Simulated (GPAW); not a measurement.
# Molecular dynamics of CH₃ClSi

CH₃ClSi, SMILES C[Si]Cl, computed with BP86/dzp, scalar-relativistic datasets (GPAW 26.7.0).

The geometry comes from this level: PBE0-D4/def2-TZVP.

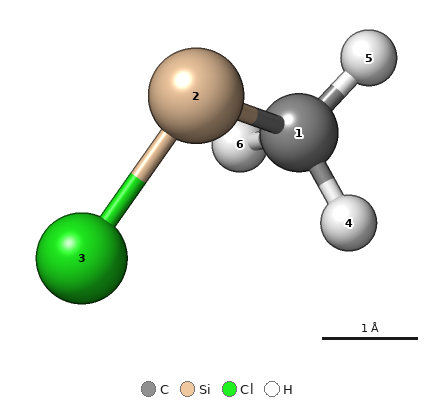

*The input geometry (ball-and-stick view, seen at a tilt; atoms are numbered from 1 in the order of the input).*

Bond lengths as drawn: Cl–Si 2.09 Å, C–H 1.09 to 1.10 Å and C–Si 1.89 Å.

## Key numbers

```csv
quantity,value
outcome,finished
mean temperature over the second half,236 K
trajectory,"21 frames kept, 20 fs"
basis functions (step not recorded),54
hardware,"1 thread of Arm Neoverse V1, 24 GiB of memory available, shared host"
wall time,2.5 min
peak memory,0.68 GiB
```

## Remarks

Further notes kept with the run: datasets made with stock radii, not tested. So short a trajectory is not equilibrated.

## Input (calc.py)
```python
import numpy as np
from ase import units
from ase.io import read
from ase.md.langevin import Langevin
from ase.md.velocitydistribution import MaxwellBoltzmannDistribution, Stationary, ZeroRotation
from gpaw import GPAW, setup_paths
from gpaw.atom.configurations import parameters
from gpaw.atom.generator import Generator

atoms = read("CH3ClSi.xyz")
atoms.center(vacuum=4.5)

for symbol in ["C", "Cl", "H", "Si"]:
    Generator(symbol, xcname="GGA_X_B88+GGA_C_P86", scalarrel=True, nofiles=True, txt=None).run(**parameters[symbol])
setup_paths.insert(0, ".")

calc = GPAW(mode="lcao",
            basis="dzp",
            h=0.18,
            xc="GGA_X_B88+GGA_C_P86",
            occupations={"name": "fermi-dirac", "width": 0.05},
            maxiter=100,
            symmetry="off",
            txt="CH3ClSi.txt")
atoms.calc = calc

rng = np.random.default_rng(7)
MaxwellBoltzmannDistribution(atoms, temperature_K=500, rng=rng)
Stationary(atoms)
ZeroRotation(atoms)
dyn = Langevin(atoms, timestep=1.0 * units.fs, temperature_K=500, friction=0.01 / units.fs, rng=rng, trajectory="md.traj", logfile="-")
dyn.run(20)
```

## File CH3ClSi.xyz
```
6

C     -0.420900     0.376200    -0.177100
Si     0.228200    -0.642100     1.273100
Cl     1.857700    -1.533900     0.308500
H      0.353800     1.065800    -0.531400
H     -1.308700     0.949900     0.100100
H     -0.668100    -0.280000    -1.019400
```

Command:
```bash
python calc.py > calc.log
```

## The program's output
```
DeprecationWarning: Use thermalize_momenta
FutureWarning: The implementation of `fixcm=True` in `Langevin` does not strictly sample the correct NVT distributions. The deviations are typically small for large systems but can be more pronounced for small systems. Use `fixcm=False` together with `ase.constraints.FixCom`. `fixcm` is deprecated since ASE 3.28.0 and will be removed in a future release.
  warnings.warn(msg, FutureWarning)
Time[ps]      Etot[eV]     Epot[eV]     Ekin[eV]    T[K]
0.0000         -25.2842     -25.4634       0.1792   231.1
0.0010         -25.3052     -25.4524       0.1472   189.8
0.0020         -25.3132     -25.4360       0.1228   158.3
0.0030         -25.2967     -25.4184       0.1216   156.8
0.0040         -25.3094     -25.4108       0.1014   130.7
0.0050         -25.2774     -25.4039       0.1265   163.1
0.0060         -25.2783     -25.3812       0.1029   132.6
0.0070         -25.2709     -25.3596       0.0887   114.4
0.0080         -25.2368     -25.3563       0.1195   154.0
0.0090         -25.2481     -25.3797       0.1315   169.6
0.0100         -25.2172     -25.4209       0.2037   262.6
0.0110         -25.2269     -25.4482       0.2213   285.4
0.0120         -25.1934     -25.4379       0.2446   315.3
0.0130         -25.1751     -25.4062       0.2311   298.0
0.0140         -25.2166     -25.3790       0.1624   209.4
0.0150         -25.1905     -25.3737       0.1832   236.2
0.0160         -25.1496     -25.3657       0.2162   278.7
0.0170         -25.1902     -25.3419       0.1517   195.6
0.0180         -25.1941     -25.3226       0.1285   165.6
0.0190         -25.1745     -25.3096       0.1351   174.2
0.0200         -25.1675     -25.3071       0.1396   180.0
```

## Trajectory as extended XYZ (Å, eV, eV/Å), 21 frames, from step=0 to step=20
```
6
Properties=species:S:1:pos:R:3:forces:R:3 step=0 time_fs=0.0 energy=-25.46338 temperature=231.1
C     5.3878    6.4101    5.3423    0.0892  -0.1498   0.2539
Si    6.0369    5.3918    6.7925   -0.3904   0.0495   0.6885
Cl    7.6664    4.5000    5.8279    0.5780  -0.3102  -0.3284
H     6.1625    7.0997    4.9880    0.5004   0.4521  -0.2347
H     4.5000    6.9838    5.6195   -0.5987   0.3914   0.1854
H     5.1406    5.7539    4.5000   -0.1718  -0.4231  -0.5589
6
Properties=species:S:1:pos:R:3:forces:R:3 step=1 time_fs=1.0 energy=-25.45237 temperature=189.8
C     5.3908    6.4119    5.3431    0.1649  -0.9197  -0.2583
Si    6.0374    5.3915    6.7922   -0.3720   0.0428   0.7158
Cl    7.6655    4.4999    5.8270    0.6016  -0.3190  -0.3284
H     6.1517    7.1154    5.0014    0.6069   0.5038  -0.3555
H     4.5064    6.9661    5.6292   -0.9627   0.5275   0.2019
H     5.1584    5.7147    4.4957   -0.0255   0.1871   0.0297
6
Properties=species:S:1:pos:R:3:forces:R:3 step=2 time_fs=2.0 energy=-25.43603 temperature=158.3
C     5.3925    6.4129    5.3441    0.1934  -1.1992  -0.5329
Si    6.0378    5.3916    6.7924   -0.3457   0.0319   0.7386
Cl    7.6647    4.5002    5.8254    0.6147  -0.3243  -0.3226
H     6.1465    7.1356    5.0183    0.5234   0.3938  -0.3811
H     4.5043    6.9532    5.6438   -1.0185   0.4850   0.1316
H     5.1753    5.6826    4.4949    0.0431   0.6363   0.3869
6
Properties=species:S:1:pos:R:3:forces:R:3 step=3 time_fs=3.0 energy=-25.41837 temperature=156.8
C     5.3947    6.4134    5.3447   -0.0538  -1.1998  -0.5675
Si    6.0388    5.3921    6.7930   -0.3224   0.0257   0.7605
Cl    7.6641    4.5002    5.8236    0.6240  -0.3277  -0.3156
H     6.1416    7.1548    5.0342    0.4408   0.2785  -0.4230
H     4.4951    6.9471    5.6602   -0.7468   0.2613  -0.0396
H     5.1895    5.6525    4.4993    0.0853   1.0009   0.5983
6
Properties=species:S:1:pos:R:3:forces:R:3 step=4 time_fs=4.0 energy=-25.41077 temperature=130.7
C     5.3958    6.4137    5.3438   -0.2714  -0.7258  -0.3514
Si    6.0400    5.3929    6.7941   -0.3041   0.0399   0.7630
Cl    7.6633    4.5001    5.8213    0.6288  -0.3315  -0.3086
H     6.1424    7.1763    5.0444    0.1779   0.0078  -0.3675
H     4.4793    6.9469    5.6789   -0.2446  -0.0726  -0.2876
H     5.2054    5.6341    4.5097    0.0509   1.1316   0.5711
6
Properties=species:S:1:pos:R:3:forces:R:3 step=5 time_fs=5.0 energy=-25.40386 temperature=163.1
C     5.3959    6.4137    5.3415   -0.3049   0.1650   0.0929
Si    6.0407    5.3928    6.7957   -0.2881   0.0771   0.7309
Cl    7.6624    4.4996    5.8191    0.6236  -0.3344  -0.2999
H     6.1472    7.2026    5.0500   -0.2211  -0.4233  -0.2247
H     4.4613    6.9500    5.6960    0.2840  -0.3920  -0.5449
H     5.2212    5.6356    4.5232   -0.0598   0.9457   0.2598
6
Properties=species:S:1:pos:R:3:forces:R:3 step=6 time_fs=6.0 energy=-25.38118 temperature=132.6
C     5.3964    6.4140    5.3389   -0.4312   1.0138   0.7405
Si    6.0415    5.3925    6.7984   -0.2708   0.1183   0.6716
Cl    7.6621    4.4995    5.8168    0.6092  -0.3324  -0.2855
H     6.1465    7.2247    5.0530   -0.4702  -0.7003  -0.1326
H     4.4404    6.9474    5.7098    0.7466  -0.6211  -0.7389
H     5.2285    5.6457    4.5414   -0.1550   0.5584  -0.2337
6
Properties=species:S:1:pos:R:3:forces:R:3 step=7 time_fs=7.0 energy=-25.35962 temperature=114.4
C     5.3971    6.4147    5.3370   -0.6388   1.4195   1.3140
Si    6.0420    5.3922    6.8016   -0.2490   0.1441   0.6069
Cl    7.6622    4.4995    5.8143    0.5862  -0.3224  -0.2651
H     6.1356    7.2387    5.0595   -0.4729  -0.7274  -0.1653
H     4.4230    6.9346    5.7158    0.9973  -0.6813  -0.8075
H     5.2258    5.6515    4.5597   -0.1846   0.2092  -0.6638
6
Properties=species:S:1:pos:R:3:forces:R:3 step=8 time_fs=8.0 energy=-25.35626 temperature=154.0
C     5.3974    6.4158    5.3367   -0.7488   1.6198   1.7032
Si    6.0431    5.3921    6.8045   -0.2282   0.1643   0.5363
Cl    7.6623    4.4992    5.8115    0.5618  -0.3107  -0.2466
H     6.1163    7.2521    5.0619   -0.3738  -0.6925  -0.2138
H     4.4141    6.9193    5.7129    1.0146  -0.6186  -0.7378
H     5.2144    5.6623    4.5722   -0.1797  -0.1239  -1.0189
6
Properties=species:S:1:pos:R:3:forces:R:3 step=9 time_fs=9.0 energy=-25.37968 temperature=169.6
C     5.3969    6.4185    5.3386   -0.7403   1.5539   1.8094
Si    6.0434    5.3922    6.8081   -0.1959   0.1768   0.4342
Cl    7.6622    4.4984    5.8083    0.5223  -0.2888  -0.2180
H     6.0930    7.2618    5.0556   -0.2124  -0.5611  -0.2261
H     4.4119    6.9043    5.7012    0.8276  -0.4630  -0.5683
H     5.2035    5.6812    4.5724   -0.1642  -0.3759  -1.2175
6
Properties=species:S:1:pos:R:3:forces:R:3 step=10 time_fs=10.0 energy=-25.42089 temperature=262.6
C     5.3974    6.4228    5.3420   -0.7214   0.9948   1.5277
Si    6.0433    5.3919    6.8126   -0.1593   0.1829   0.3030
Cl    7.6622    4.4970    5.8055    0.4724  -0.2610  -0.1790
H     6.0682    7.2665    5.0460    0.0478  -0.2993  -0.2522
H     4.4155    6.8885    5.6822    0.4568  -0.2299  -0.3117
H     5.1931    5.7005    4.5592   -0.0705  -0.3698  -1.0800
6
Properties=species:S:1:pos:R:3:forces:R:3 step=11 time_fs=11.0 energy=-25.44819 temperature=285.4
C     5.3980    6.4275    5.3452   -0.6219   0.0448   0.9467
Si    6.0426    5.3921    6.8168   -0.1051   0.1730   0.1492
Cl    7.6635    4.4959    5.8023    0.4007  -0.2267  -0.1242
H     6.0414    7.2681    5.0360    0.3855   0.0683  -0.3180
H     4.4246    6.8689    5.6585   -0.1485   0.1071   0.0127
H     5.1790    5.7180    4.5358    0.1029  -0.1544  -0.6728
6
Properties=species:S:1:pos:R:3:forces:R:3 step=12 time_fs=12.0 energy=-25.43793 temperature=315.3
C     5.3973    6.4313    5.3506   -0.2266  -0.8670   0.0709
Si    6.0414    5.3928    6.8208   -0.0423   0.1431   0.0179
Cl    7.6651    4.4944    5.7992    0.3192  -0.1864  -0.0656
H     6.0211    7.2709    5.0231    0.5661   0.2634  -0.3092
H     4.4346    6.8494    5.6315   -0.9328   0.5110   0.3784
H     5.1638    5.7331    4.5059    0.3254   0.1396  -0.1099
6
Properties=species:S:1:pos:R:3:forces:R:3 step=13 time_fs=13.0 energy=-25.40624 temperature=298.0
C     5.3964    6.4339    5.3574    0.0461  -1.2908  -0.7803
Si    6.0403    5.3935    6.8246    0.0330   0.0981  -0.0954
Cl    7.6677    4.4915    5.7962    0.2248  -0.1367  -0.0015
H     6.0062    7.2786    5.0073    0.5473   0.2208  -0.1875
H     4.4338    6.8364    5.6087   -1.3749   0.7412   0.6001
H     5.1507    5.7525    4.4714    0.5265   0.3664   0.4616
6
Properties=species:S:1:pos:R:3:forces:R:3 step=14 time_fs=14.0 energy=-25.37900 temperature=209.4
C     5.3953    6.4359    5.3627    0.1016  -1.1871  -1.4026
Si    6.0385    5.3951    6.8279    0.1074   0.0591  -0.1900
Cl    7.6697    4.4891    5.7935    0.1382  -0.0913   0.0592
H     5.9955    7.2910    4.9884    0.3951  -0.0103   0.0227
H     4.4246    6.8312    5.5927   -1.3845   0.7686   0.6778
H     5.1422    5.7723    4.4433    0.6532   0.4510   0.8609
6
Properties=species:S:1:pos:R:3:forces:R:3 step=15 time_fs=15.0 energy=-25.37370 temperature=236.2
C     5.3944    6.4362    5.3667   -0.1487  -0.5656  -1.7272
Si    6.0381    5.3969    6.8306    0.1697   0.0311  -0.2552
Cl    7.6720    4.4862    5.7912    0.0645  -0.0525   0.1081
H     5.9884    7.3073    4.9682    0.1605  -0.3536   0.3008
H     4.4060    6.8342    5.5831   -0.9028   0.5774   0.6193
H     5.1413    5.7978    4.4246    0.6706   0.3578   0.9857
6
Properties=species:S:1:pos:R:3:forces:R:3 step=16 time_fs=16.0 energy=-25.36574 temperature=278.7
C     5.3933    6.4359    5.3693   -0.7022   0.3019  -1.8221
Si    6.0376    5.3993    6.8333    0.2278   0.0057  -0.3156
Cl    7.6743    4.4830    5.7886   -0.0119  -0.0113   0.1534
H     5.9861    7.3238    4.9519   -0.0799  -0.6964   0.5832
H     4.3772    6.8474    5.5778   -0.0561   0.2266   0.4740
H     5.1451    5.8288    4.4106    0.6230   0.1773   0.9589
6
Properties=species:S:1:pos:R:3:forces:R:3 step=17 time_fs=17.0 energy=-25.34189 temperature=195.6
C     5.3919    6.4364    5.3703   -1.2076   1.0324  -1.6461
Si    6.0363    5.4017    6.8357    0.2711  -0.0132  -0.3685
Cl    7.6757    4.4796    5.7866   -0.0782   0.0267   0.1911
H     5.9896    7.3318    4.9428   -0.2298  -0.8471   0.7768
H     4.3466    6.8610    5.5745    0.7359  -0.0894   0.3226
H     5.1554    5.8615    4.4047    0.5181  -0.1085   0.7542
6
Properties=species:S:1:pos:R:3:forces:R:3 step=18 time_fs=18.0 energy=-25.32260 temperature=165.6
C     5.3905    6.4383    5.3704   -1.5416   1.3694  -1.1413
Si    6.0357    5.4035    6.8376    0.2899  -0.0150  -0.4243
Cl    7.6764    4.4762    5.7848   -0.1244   0.0581   0.2172
H     5.9889    7.3246    4.9403   -0.1670  -0.6519   0.8254
H     4.3239    6.8667    5.5714    1.1971  -0.2423   0.2459
H     5.1712    5.8944    4.4080    0.3522  -0.5126   0.3087
6
Properties=species:S:1:pos:R:3:forces:R:3 step=19 time_fs=19.0 energy=-25.30960 temperature=174.2
C     5.3874    6.4424    5.3701   -1.8096   1.3154  -0.5334
Si    6.0357    5.4051    6.8391    0.2998  -0.0055  -0.4946
Cl    7.6771    4.4733    5.7825   -0.1625   0.0857   0.2362
H     5.9803    7.3124    4.9472    0.0742  -0.2069   0.7448
H     4.3099    6.8704    5.5738    1.4131  -0.3253   0.1827
H     5.1896    5.9234    4.4094    0.1840  -0.8540  -0.1042
6
Properties=species:S:1:pos:R:3:forces:R:3 step=20 time_fs=20.0 energy=-25.30708 temperature=180.0
C     5.3838    6.4481    5.3701   -1.9763   0.8368   0.0185
Si    6.0363    5.4074    6.8417    0.3208  -0.0003  -0.5876
Cl    7.6788    4.4705    5.7799   -0.2047   0.1152   0.2623
H     5.9701    7.2968    4.9603    0.4545   0.4109   0.5463
H     4.3083    6.8675    5.5784    1.3424  -0.2849   0.1548
H     5.2051    5.9426    4.4106    0.0769  -1.0720  -0.3733
```

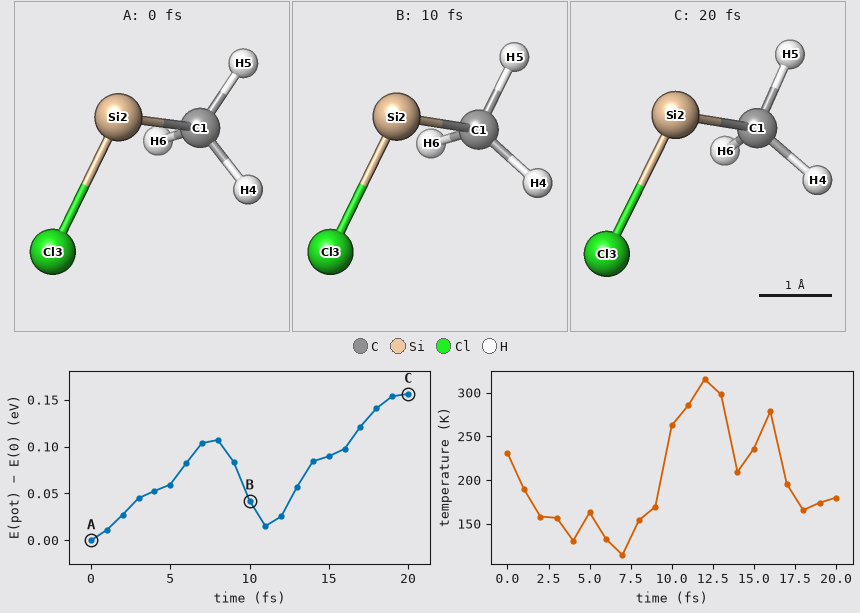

*Frames of the molecular dynamics (ball-and-stick, seen at a tilt) above the curves, on which the letters mark them.*

The trajectory kept here has 21 frames over 20 fs. The temperature starts at 231 K, ranges from 114 to 315 K and averages 236 K over the second half. The potential energy ends 0.156 eV above its first value. After an unweighted best fit of the last frame on the first, the root-mean-square displacement is 0.13 Å.
